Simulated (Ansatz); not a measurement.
# Phonon calculation of SiH$_{2}$Cl$_{2}$

The run: phonon calculation of SiH$_{2}$Cl$_{2}$. Method and program: RKS PBE0-D4/def2-TZVP (Ansatz 0.2.0).

The geometry comes from this level: PBE0-D4/def2-TZVP. Figures and captions count atoms from 1; the log counts them from 0 in places.

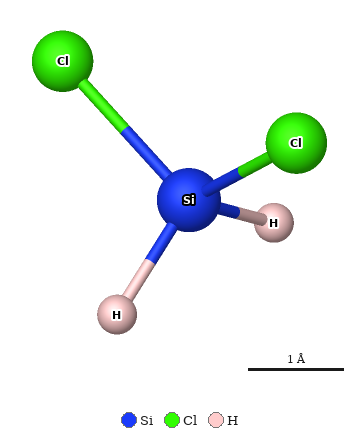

*The structure (ball-and-stick view, seen at a tilt).*

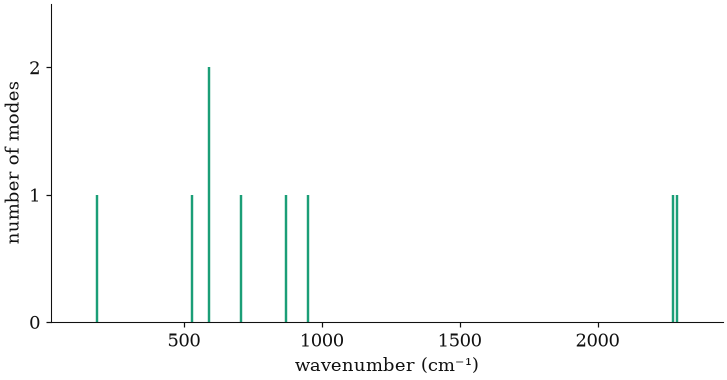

*Harmonic vibrational wavenumbers from the force constants; neighbouring modes closer than 10 cm⁻¹ are counted in one stick.*

9 modes from 185 to 2287 cm⁻¹, none imaginary.

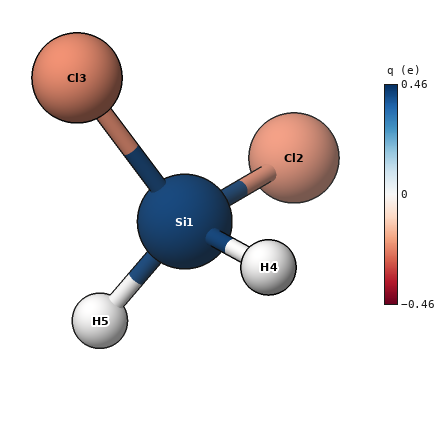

*Mulliken charges, as the colour of each atom (ball-and-stick view, seen at a tilt; atoms are numbered from 1 in the order of the input).*

By element: Si +0.44, Cl −0.22 and H 0.00 e.

The input that produced these results follows, with the program's output.

Input
```yaml
crystal:
  periodic: [false, false, false]
  atoms:
    - {symbol: Si, position_ang: [-1.375077, 1.124279, -0.739491]}
    - {symbol: Cl, position_ang: [-2.422055, 0.724184, -2.444466]}
    - {symbol: Cl, position_ang: [-2.020748, 2.874441, 0.087128]}
    - {symbol: H, position_ang: [0.050728, 1.269743, -1.089184]}
    - {symbol: H, position_ang: [-1.616711, 0.034158, 0.224617]}
basis:
  gaussian: {orbitals: def2-TZVP}
hamiltonian: {xc: pbe0, dispersion: d4}
phonons: {temperatures: {t_min: 298.15, t_max: 900, t_step: 200}}
```

Command:
```bash
ansatz run in.yaml --threads 4 --pin off --events-out ev --progress --plain --max-ram 9574MiB
```

Log
```
Functional definition: PBE0
  name "PBE0"
  cite "Adamo & Barone, J. Chem. Phys. 110, 6158 (1999) doi:10.1063/1.478522"
  cite "Perdew, Burke & Ernzerhof, Phys. Rev. Lett. 77, 3865 (1996) doi:10.1103/PhysRevLett.77.3865"
  parent pbe
  parameter a = 0.25
  parameter kappa = 0.804
  parameter beta = 0.06672455060314922
  exchange = (1 - a)*pbe_x(kappa = kappa, mu = beta*pi^2/3) + a*exact_x
  correlation = pbe_c(beta = beta)
892 factors; their error is unknown
mean field evaluation 1: about -32947.1772 eV, gradient 1.3e1 eV
mean field evaluation 2: about -32947.4133 eV, gradient 8.8e0 eV
mean field evaluation 4: about -32947.5413 eV, gradient 3.0e-1 eV
mean field evaluation 8: about -32947.6489 eV, gradient 1.2e-1 eV
mean field -32947.64893500 eV, -1210.8037656427 hartree, gradient 6.1e-5 eV, S^2 0.000000; 0 other end points of the search recorded, 0 dependent functions left out
the calculation of the forces begins
reference -32947.64896263 eV, -1210.8037666581 hartree; 25, 25 occupied and 98, 98 virtual orbitals, 892 factors
these checks for a lower state are left out or cut short: stability, starts, cluster_reference, orbital_swaps, neighbouring_geometries, increment
892 factors; their error is unknown
mean field evaluation 16: about -32947.6488 eV, gradient 1.2e-1 eV
mean field -32947.64884758 eV, -1210.8037624301 hartree, gradient 1.5e-6 eV, S^2 0.000000; 0 other end points of the search recorded, 0 dependent functions left out
[... from here on the field's lines of each further geometry are left out, up to the last ...]
the calculation of the forces begins
reference -32947.64893884 eV, -1210.8037657839 hartree; 25, 25 occupied and 98, 98 virtual orbitals, 892 factors
these checks for a lower state are left out or cut short: stability, starts, cluster_reference, orbital_swaps, neighbouring_geometries, increment
892 factors; their error is unknown
mean field evaluation 192: about -32947.6489 eV, gradient 7.9e-5 eV
mean field -32947.64890112 eV, -1210.8037643978 hartree, gradient 1.6e-6 eV, S^2 0.000000; 0 other end points of the search recorded, 0 dependent functions left out
the calculation of the forces begins
reference -32947.64892875 eV, -1210.8037654131 hartree; 25, 25 occupied and 98, 98 virtual orbitals, 892 factors
Total energy: -32947.75216600 eV, -1210.8075593121 hartree
Atom 0 at    -1.375077     1.124279    -0.739491 Å, force    -0.001032     0.001114    -0.000917 eV/Å
Atom 1 at    -2.422055     0.724184    -2.444466 Å, force     0.000375     0.001852     0.002080 eV/Å
Atom 2 at    -2.020748     2.874441     0.087128 Å, force     0.000023    -0.002279    -0.002275 eV/Å
Atom 3 at     0.050728     1.269743    -1.089184 Å, force     0.002912     0.001858    -0.001714 eV/Å
Atom 4 at    -1.616711     0.034158     0.224617 Å, force    -0.002278    -0.002545     0.002827 eV/Å
Dipole moment:     0.173218    -0.138130     0.089904 e Å
Vibrations: 185.42 529.10 591.88 592.83 706.11 870.18 950.36 2273.26 2286.93 cm⁻¹, zero-point energy 0.557066 eV
```

Summary

```tsv
quantity	value
outcome	converged
total energy	−32947.7522 eV
mean-field energy	−32947.6490 eV
dispersion energy	−0.1032 eV
largest force (length of the vector)	0.004 eV/Å
dipole moment	1.15 D
hardware	4 threads of AMD EPYC, 15 GiB of memory available, shared host
wall time	9 s (CPU time 31 s)
peak memory	0.55 GiB
```
